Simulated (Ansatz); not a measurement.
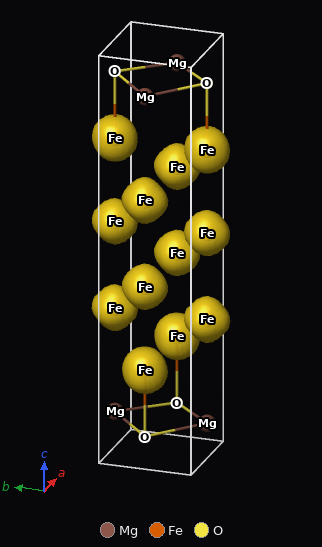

MgFe3O. Isosurface of the magnetisation density (up minus down) at +0.5 e/Å³ (yellow), seen at an oblique angle. Sticks mark near contacts.

Space group P4/nmm; a generated structure, not necessarily the stable one; spin-polarised.

Method: Ansatz, DFT PBE, scalar-relativistic, plane waves, PAW.

The density is the valence pseudo-density of a PAW calculation; it isn't the true density close to the nuclei.

### Which atoms carry the moments, and with what signs?

The spin density sits on Fe: +2.7 μB (×2) and +2.5 μB (×4) in one cell of 10 atoms: parallel main moments (a ferromagnetic arrangement) in this solution. The cell of the calculation (10 atoms) carries 15.5 μB of net spin moment.
